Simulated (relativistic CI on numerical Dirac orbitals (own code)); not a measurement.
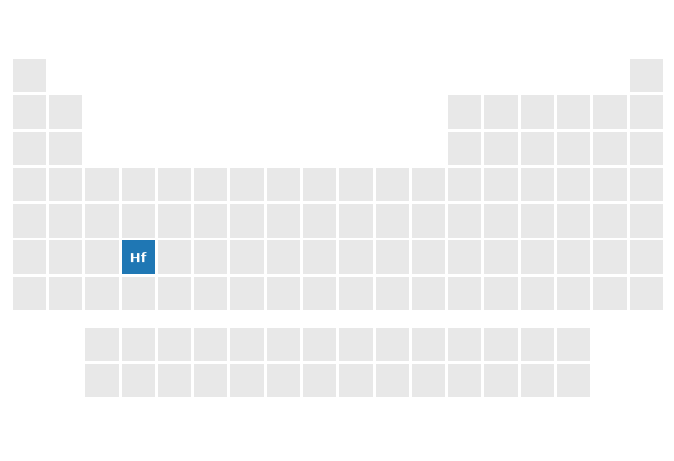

**Figure 1.** The place of hafnium in the periodic table.

Hf³⁺: relativistic CI calculation

- system: Hf³⁺.
- method: Dirac-Coulomb-Breit CI, KLI orbitals optimised for each configuration, model QED (radiative potential, 1s self-energy scaled to tabulated hydrogen-like ionisation energies), numerical settings as typed (relativistic CI on numerical Dirac orbitals, in-house)

### Input file
```
atom Hf  Z=72  charge=3  electrons=69
nucleus A=180  rms_radius_fm=5.3470
hamiltonian dirac-coulomb  breit=on  qed=on  c_scale=1
orbitals kli  potential=per-configuration
slater_scale 1
correlation none
mixing on
grid step=0.0125 r_max=64.9
scf mixing=0.4 start=green max_iterations=6 tolerance=2e-08 node_fill=0.05
configurations
  [Xe] 4f14 5d
  [Xe] 4f14 6s
  [Xe] 4f14 6p
  [Xe] 4f14 5f
  [Xe] 4f13 5d2
end
```

The run was one of a batch that the task file lists, launched with:
```bash
python <driver script> task.json out
```

The program writes its results to a structured record and prints no log; tables and figures of this report are taken from that record.

### Outcome

```tsv
quantity	value
outcome	not converged
hardware	1 CPU thread, shared host
```

### What went wrong

One thing in this input was made wrong on purpose: iterations. The run did not meet its convergence test, so its last values are not results. To bear in mind: SCF of 1s2 2s2 2p6 3s2 3p6 3d10 4s2 4p6 4d10 4f14 5s2 5p6 5d did not converge.
